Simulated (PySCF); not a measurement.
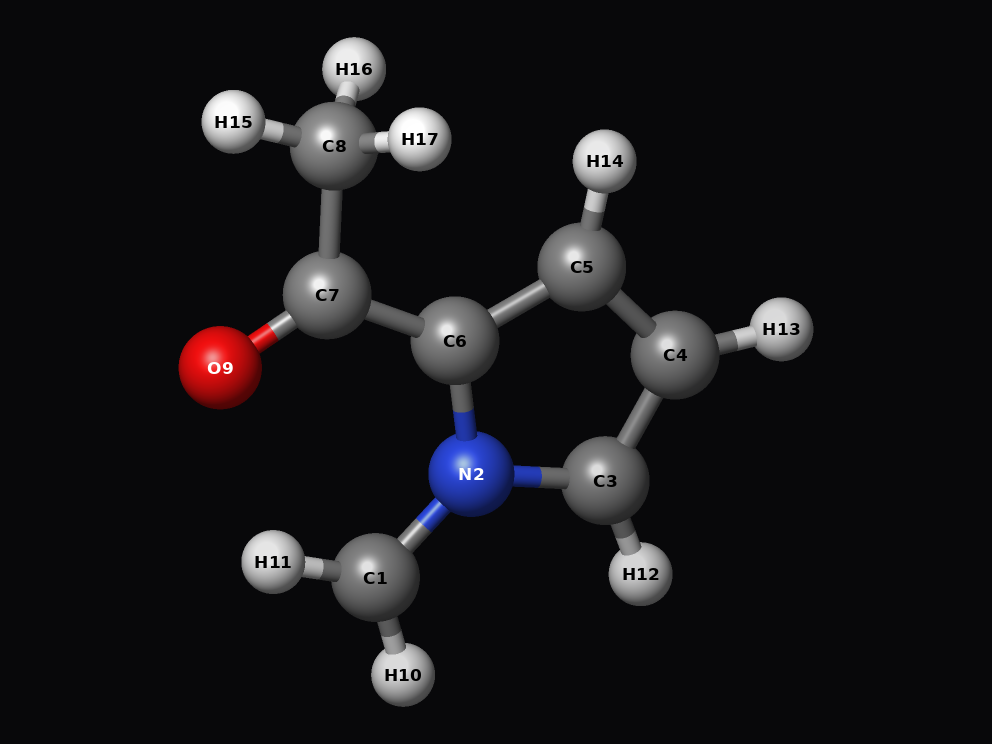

The species is neutral and a spin doublet. The geometry was computed by an optimisation with GFN2-xTB. No frequency run is at hand to confirm it as a minimum. Properties computed with UKS B3LYP, pcH-1 on C H N O, non-relativistic (PySCF 2.14.0).

Give the isotropic hyperfine couplings (Fermi-contact term alone) of C1, N2, C3, C4, C5, C6, C7, C8, O9, H10, H11, H12, H13, H14, H15, H16, H17.

```csv
atom,isotope,a_iso (MHz)
C1,13C,67.5
N2,14N,−9.0
C3,13C,12.5
C4,13C,−6.2
C5,13C,9.5
C6,13C,−0.1
C7,13C,−0.8
C8,13C,−0.6
O9,17O,0.7
H10,1H,−52.3
H11,1H,−55.6
H12,1H,−10.4
H13,1H,−2.7
H14,1H,−11.4
H15,1H,−0.1
H16,1H,0.1
H17,1H,0.1
```
